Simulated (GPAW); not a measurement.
**TiC: optical spectrum from first principles**

Aim: the dielectric function of TiC, and the optical constants that follow from it. The cell comes from an older database entry, whose edges can differ from later determinations, mostly by under a per cent.

Calculated with GPAW 26.7.0; DFT, LDA, plane-wave PAW (GPAW data sets), scalar-relativistic, RPA, optical limit.

The database entry behind the starting cell differs from later determinations by our own check (0.1 to 0.3 % short, probably kX units), so it need not match the best structure at ambient conditions.

**1. Set-up**

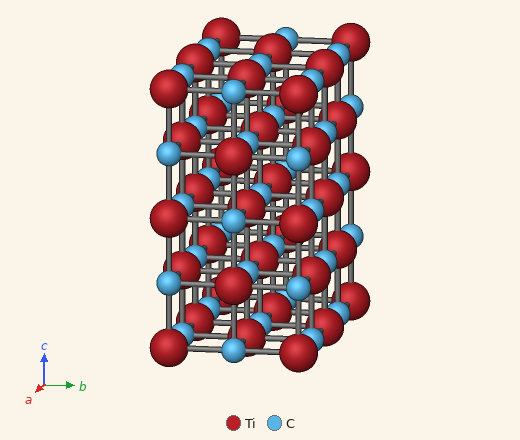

Start, viewed slightly off an axis; titanium red, carbon blue. 2×1×2 cells are drawn. This picture shows the conventional cell, with its axes. Some periodic images of atoms are drawn too.

Coordinates:

```cif
data_structure
_symmetry_space_group_name_H-M 'Fm-3m'
_symmetry_Int_Tables_number 225
_cell_length_a 4.3186
_cell_length_b 4.3186
_cell_length_c 4.3186
_cell_angle_alpha 90.000
_cell_angle_beta 90.000
_cell_angle_gamma 90.000
_cell_volume 80.54
loop_
_atom_site_label
_atom_site_type_symbol
_atom_site_symmetry_multiplicity
_atom_site_Wyckoff_symbol
_atom_site_fract_x
_atom_site_fract_y
_atom_site_fract_z
_atom_site_occupancy
Ti1 Ti 4 a 0.00000 0.00000 0.00000 1
C1 C 4 b 0.50000 0.00000 0.00000 1
```

**2. Ground state**

First the ground state: is it a metal or has it a gap?

This step: DFT, LDA, plane-wave PAW (GPAW data sets), scalar-relativistic, ground state (GPAW 26.7.0).

gs.py

```python
from ase import Atoms
from ase.dft.bandgap import bandgap
from gpaw import GPAW, PW, FermiDirac

atoms = Atoms(['Ti', 'C'],
              cell=[[0.000000000000, 2.159300000000, 2.159300000000],
                    [2.159300000000, 0.000000000000, 2.159300000000],
                    [2.159300000000, 2.159300000000, 0.000000000000]],
              scaled_positions=[[0.000000000000, 0.000000000000, 0.000000000000],
                                [0.500000000000, 0.500000000000, 0.500000000000]],
              pbc=[True, True, True])
atoms.calc = GPAW(mode=PW(500), xc='LDA', kpts={'size': (9, 9, 9), 'gamma': True},
                  occupations=FermiDirac(0.05), maxiter=150, txt='gs.txt')
print('energy (eV)', atoms.get_potential_energy())
print('Fermi level (eV)', atoms.calc.get_fermi_level())
print('valence electrons', atoms.calc.get_number_of_electrons())
print('gap (eV)', bandgap(atoms.calc, output=None)[0])
print('direct gap (eV)', bandgap(atoms.calc, direct=True, output=None)[0])
atoms.calc.write('gs.gpw')
```

On the command line:

```sh
OMP_NUM_THREADS=1 python gs.py
```

Numbers of over 12 decimals in the logs are rounded to 6 here.

What it wrote:

```text
__  _  _
 | _ |_)|_||  |
 |__||  | ||/\| - 26.7.0

Versions:
  Python: 3.12.14
  ASE:    3.29.0
  Numpy:  2.5.5
  Scipy:  1.18.1
  Libxc:  7.0.0

Input parameters:
  mode=PW(ecut=500.0),
  kpts=MonkhorstPack(size=(9, 9, 9), gamma=True),
  maxiter=150,
  occupations=Occupations(name='fermi-dirac', width=0.05, fixmagmom=False),
  xc=XC(name='LDA')

Diagonalizing LCAO Hamiltonian
Converting LCAO to pw mode

              C

       Ti

Atoms  # Å, Bohr magnetons
|   | symbol |        x |        y |        z |    initial magnetic moments |
| 0 |     Ti | 0.000000 | 0.000000 | 0.000000 | ( 0.0000,  0.0000,  0.0000) |
| 1 |      C | 2.159300 | 2.159300 | 2.159300 | ( 0.0000,  0.0000,  0.0000) |

Unit cell  # Å
| periodic |        x |        y |        z |  lengths |    angles |
|      yes | 0.000000 | 2.159300 | 2.159300 | 3.053711 | 60.000000 |
|      yes | 2.159300 | 0.000000 | 2.159300 | 3.053711 | 60.000000 |
|      yes | 2.159300 | 2.159300 | 0.000000 | 3.053711 | 60.000000 |

Number of symmetries: 48
Symmetry operations  # r_c * U_cc + t_c -> r_c
|    | kind |            matrix            |
|  0 |  σ   |  1, 0, 0,  1, 0,-1,  1,-1, 0 |
|  1 |  C2  |  1, 0, 0,  1,-1, 0,  1, 0,-1 |
|  2 |  E   |  1, 0, 0,  0, 1, 0,  0, 0, 1 |
|  3 |  σ   |  1, 0, 0,  0, 0, 1,  0, 1, 0 |
|  4 |  C4  |  1, 0,-1,  1, 0, 0,  1,-1, 0 |
|  5 |  S6  |  1, 0,-1,  1,-1, 0,  1, 0, 0 |
|  6 |  σ   |  1, 0,-1,  0, 1,-1,  0, 0,-1 |
|  7 |  C3  |  1, 0,-1,  0, 0,-1,  0, 1,-1 |
|  8 |  S6  |  1,-1, 0,  1, 0, 0,  1, 0,-1 |
|  9 |  C4  |  1,-1, 0,  1, 0,-1,  1, 0, 0 |
| 10 |  C3  |  1,-1, 0,  0,-1, 1,  0,-1, 0 |
| 11 |  σ   |  1,-1, 0,  0,-1, 0,  0,-1, 1 |
| 12 |  σ   |  0, 1, 0,  1, 0, 0,  0, 0, 1 |
| 13 |  C4  |  0, 1, 0,  0, 1,-1, -1, 1, 0 |
| 14 |  C3  |  0, 1, 0,  0, 0, 1,  1, 0, 0 |
| 15 |  S6  |  0, 1, 0, -1, 1, 0,  0, 1,-1 |
| 16 |  C2  |  0, 1,-1,  1, 0,-1,  0, 0,-1 |
| 17 |  σ   |  0, 1,-1,  0, 1, 0, -1, 1, 0 |
| 18 |  S4  |  0, 1,-1,  0, 0,-1,  1, 0,-1 |
| 19 |  C4  |  0, 1,-1, -1, 1, 0,  0, 1, 0 |
| 20 |  C3  |  0, 0, 1,  1, 0, 0,  0, 1, 0 |
| 21 |  σ   |  0, 0, 1,  0, 1, 0,  1, 0, 0 |
| 22 |  S6  |  0, 0, 1,  0,-1, 1, -1, 0, 1 |
| 23 |  C4  |  0, 0, 1, -1, 0, 1,  0,-1, 1 |
| 24 |  S4  |  0, 0,-1,  1, 0,-1,  0, 1,-1 |
| 25 |  C3  |  0, 0,-1,  0, 1,-1,  1, 0,-1 |
| 26 |  C2  |  0, 0,-1,  0,-1, 0, -1, 0, 0 |
| 27 |  S6  |  0, 0,-1, -1, 0, 0,  0,-1, 0 |
| 28 |  S4  |  0,-1, 1,  1,-1, 0,  0,-1, 0 |
| 29 |  C4  |  0,-1, 1,  0, 0, 1, -1, 0, 1 |
| 30 |  C2  |  0,-1, 1,  0,-1, 0,  1,-1, 0 |
| 31 |  σ   |  0,-1, 1, -1, 0, 1,  0, 0, 1 |
| 32 |  C3  |  0,-1, 0,  1,-1, 0,  0,-1, 1 |
| 33 |  S6  |  0,-1, 0,  0, 0,-1, -1, 0, 0 |
| 34 |  S4  |  0,-1, 0,  0,-1, 1,  1,-1, 0 |
| 35 |  C2  |  0,-1, 0, -1, 0, 0,  0, 0,-1 |
| 36 |  C2  | -1, 1, 0,  0, 1, 0,  0, 1,-1 |
| 37 |  S6  | -1, 1, 0,  0, 1,-1,  0, 1, 0 |
| 38 |  S4  | -1, 1, 0, -1, 0, 1, -1, 0, 0 |
| 39 |  C3  | -1, 1, 0, -1, 0, 0, -1, 0, 1 |
| 40 |  S6  | -1, 0, 1,  0, 0, 1,  0,-1, 1 |
| 41 |  C2  | -1, 0, 1,  0,-1, 1,  0, 0, 1 |
| 42 |  C3  | -1, 0, 1, -1, 1, 0, -1, 0, 0 |
| 43 |  S4  | -1, 0, 1, -1, 0, 0, -1, 1, 0 |
| 44 |  C2  | -1, 0, 0,  0, 0,-1,  0,-1, 0 |
| 45 |  i   | -1, 0, 0,  0,-1, 0,  0, 0,-1 |
| 46 |  σ   | -1, 0, 0, -1, 1, 0, -1, 0, 1 |
| 47 |  C2  | -1, 0, 0, -1, 0, 1, -1, 1, 0 |

BZ-sampling:
  Number of BZ points: 729
  Number of IBZ points: 35

  Monkhorst-Pack size: [9, 9, 9]
  Monkhorst-Pack shift: [0, 0, 0]

K-points  # in reciprocal-cell coordinates
|     |                                coordinates |     weight |
|   0 | (  0.00000000,   0.00000000,   0.00000000) | 0.00137174 |
|   1 | (  0.11111111,   0.11111111,   0.00000000) | 0.00823045 |
|   2 | (  0.11111111,   0.11111111,   0.11111111) | 0.01097394 |
|   3 | (  0.22222222,   0.11111111,   0.11111111) | 0.01646091 |
|   4 | (  0.22222222,   0.22222222,   0.00000000) | 0.00823045 |
|   5 | (  0.22222222,   0.22222222,   0.11111111) | 0.03292181 |
|   6 | (  0.22222222,   0.22222222,   0.22222222) | 0.01097394 |
|   7 | (  0.33333333,   0.22222222,   0.11111111) | 0.03292181 |
|   8 | (  0.33333333,   0.22222222,   0.22222222) | 0.03292181 |
|   9 | (  0.33333333,   0.33333333,  -0.33333333) | 0.01646091 |
| ... |                                            |            |
|  34 | (  0.44444444,   0.44444444,   0.44444444) | 0.01097394 |

Plane wave coefficients: 531
Cutoff: 500.0 eV

Spin-components: 1 (collinear spins)
Bands:           14
Projectors:      11
Spin-degeneracy: 2
Datatype:        complex128

Parallelization:
  kpt:    1
  domain: 1
  band:   1

Density:
  Valence electrons: 16.0
  Components: 1
  Grid points: [16 16 16]
  Charge: 0.0  # |e|

Potential:
  Grid points: [16 16 16]

species:
  Ti:
    name:    Titanium
    id:
    Z:       22.0
    valence: 12
    core:    10
    charge:  0.0  # [|e|]
    compensation charges:
      type: gauss
      rc: 0.38  # [Å]
      lmax: 2
    cutoffs:
      filter: 2.23  # [Å]
      core: 1.02  # [Å]
    projectors
    | kind |    occ | energy [eV] | rcut [Å] |
    |   3s |  2.000 |     -62.257 |    1.270 |
    |   4s |  2.000 |      -4.593 |    1.270 |
    |   3p |  6.000 |     -38.791 |    1.058 |
    |   4p |  0.000 |      -1.536 |    1.058 |
    |   3d |  2.000 |      -4.463 |    1.058 |
    |    d |        |      22.748 |    1.058 |

    Using partial waves for Ti as LCAO basis

  C:
    name:    Carbon
    id:
    Z:       6.0
    valence: 4
    core:    2
    charge:  0.0  # [|e|]
    compensation charges:
      type: gauss
      rc: 0.20  # [Å]
      lmax: 2
    cutoffs:
      filter: 1.14  # [Å]
      core: 1.14  # [Å]
    projectors
    | kind |    occ | energy [eV] | rcut [Å] |
    |   2s |  2.000 |     -13.639 |    0.635 |
    |   2p |  2.000 |      -5.414 |    0.635 |
    |    s |        |      13.573 |    0.635 |
    |    p |        |      21.797 |    0.635 |
    |    d |        |       0.000 |    0.635 |

    Using partial waves for C as LCAO basis

Reference energy: -24192.751597  # eV

eigensolver:
  PPCG
  Converge bands: occupied
  niter=2

density mixing:
  MSR1-Mixer
  Pratt-step length: 0.05
  Maximum mixing coefficient: 0.75
  Old densities: 10
  SVD Regularization: 0.005
  Good broyden scale: 1.0
  Trust region scale: 1.0
  Backstep threshold: 4.0
  History deletion threshold: 6.0
  Fourier metric: weight=20.0, sigma=0.015

occupation numbers:
  Fermi-Dirac:
    width: 0.0500  # eV

poisson solver:
  ecut: 4000.0  # eV

xc functional:
  name: None

convergence criteria:
- Maximum [total energy] change in last 3 cyles: 0.0005 eV / valence electron
- Maximum integral of absolute [dens]ity change: 0.0001 electrons / valence electron
- Maximum integral of absolute [eigenst]ate change: 4e-08 eV^2 / valence electron
maximum number of iterations: 150

SCF iterations
|iter     |      energy | eigst |  dens |
|iter:   1||  -21.650803 | -0.54 |       |
|iter:   2||  -20.803428 | -2.08 | -0.79 |
|iter:   3||  -19.399225 | -0.93 | -0.88 |
|iter:   4||  -19.387043 | -2.52 | -1.59 |
|iter:   5||  -19.393909 | -3.49 | -1.81 |
|iter:   6||  -19.393519c| -3.86 | -2.46 |
|iter:   7||  -19.393533c| -6.00 | -3.55 |
|iter:   8||  -19.393538c| -6.96 | -3.79 |
|iter:   9||  -19.393538c| -8.04c| -4.62c|

Converged in 9 steps
SCF loop duration: 3.884 s (0.432 s/step)
Energy contributions relative to reference atoms: (reference = -24192.751597)

Energy contributions:
  Kinetic:          15.600886
  Coulomb:         -16.655767
  Zero:              0.014656
  External:          0.000000
  Xc:              -18.351925
  Entropy:          -0.002775
  Spinorbit:         0.000000
  ----------------------------
  Free energy:     -19.394925
  Extrapolated:    -19.393538

dipole moment: (-13.853375, -13.853375, -13.853375)  # |e|*Ang

Fermi level: 9.986
Eigenvalues  # (at kpt = [0.000, 0.000, 0.000])
| band index |      eig [eV] | occ [0-2] |
|          0 |       -45.924 |     2.000 |
|          1 |       -22.267 |     2.000 |
|          2 |       -22.267 |     2.000 |
|          3 |       -22.267 |     2.000 |
|          4 |        -2.254 |     2.000 |
|          5 |        10.648 |     0.000 |
|          6 |        10.648 |     0.000 |
|          7 |        10.648 |     0.000 |
|          8 |        11.698 |     0.000 |
|          9 |        11.698 |     0.000 |
|         10 |        11.698 |     0.000 |
|         11 |        11.755 |     0.000 |
|         12 |        11.755 |     0.000 |
|         13 |        20.729 |     0.000 |

No gap
No difference between direct/indirect transitions

--- standard output ---
energy (eV) -19.393538
Fermi level (eV) 9.986361
valence electrons 16.0
gap (eV) 0.0
direct gap (eV) 0.0
```

Wall time 6 s (1 thread of Arm Neoverse V1, shared host); peak memory 0.13 GiB.

Read-outs, printed or worked out from the files:

| Property | Result |
| --- | --- |
| energy | -19.39 eV |
| Fermi energy | 9.986 eV |
| electrons | 16 |

There are states at the Fermi level within the smearing, so the occupations stay smeared and the carriers get a Drude term.

**3. Bands for the response**

The response needs many more empty bands than the density does.

This step: DFT, LDA, plane-wave PAW (GPAW data sets), scalar-relativistic, bands at fixed density (GPAW 26.7.0).

nscf.py

```python
from ase.dft.bandgap import bandgap
from gpaw import GPAW, FermiDirac

calc = GPAW('gs.gpw').fixed_density(kpts={'size': (14, 14, 14), 'gamma': True}, nbands=27, convergence={'bands': 21},
                                    occupations=FermiDirac(0.05), txt='nscf.txt')
print('gap (eV)', bandgap(calc, output=None)[0])
print('direct gap (eV)', bandgap(calc, direct=True, output=None)[0])
print('top band over the Fermi level (eV)', min(calc.get_eigenvalues(kpt=k)[20] for k in range(len(calc.get_ibz_k_points()))) - calc.get_fermi_level())
calc.write('full.gpw', mode='all')
```

On the command line:

```sh
OMP_NUM_THREADS=1 python nscf.py
```

What it wrote:

```text
Diagonalizing LCAO Hamiltonian
Converting LCAO to pw mode
convergence criteria:
- Maximum integral of absolute [eigenst]ate change: 4e-08 eV^2 / valence electron
maximum number of iterations: 150

SCF iterations
|iter     |      energy | eigst |  dens |
|iter:   1||             | +2.16 |       |
|iter:   2||             | +0.34 |       |
|iter:   3||             | -1.52 |       |
|iter:   4||             | -3.27 |       |
|iter:   5||             | -5.05 |       |
|iter:   6||             | -6.74 |       |
|iter:   7||             | -7.83c|       |
SCF steps: 7
  __  _  _
 | _ |_)|_||  |
 |__||  | ||/\| - 26.7.0

Versions:
  Python: 3.12.14
  ASE:    3.29.0
  Numpy:  2.5.5
  Scipy:  1.18.1
  Libxc:  7.0.0

Input parameters:
  mode=PW(ecut=500.0),
  convergence={'bands': 21},
  gpts=array([16, 16, 16]),
  kpts=MonkhorstPack(size=(14, 14, 14), gamma=True),
  maxiter=150,
  nbands=27,
  occupations=Occupations(name='fermi-dirac', width=0.05, fixmagmom=False),
  parallel={},
  xc=XC(name='LDA')

--- standard output ---
gap (eV) 0.0
direct gap (eV) 0.0
top band over the Fermi level (eV) 27.140228
```

It took 18 s on 1 thread; peak memory 0.17 GiB.

(Part 1 of 2 ends here.)

[Machine, clock and banner lines and Python warnings are left out of the logs.]

[Logs are printed without paths, hosts, clocks, repeated set-up lines and the standing remarks that a program may print on its own settings, such as how far it seeks lower states.]

[Hosts, paths, dates, database ids (printed as entryN), source tags and the programs' standing remarks are cut or masked in the printed files.]
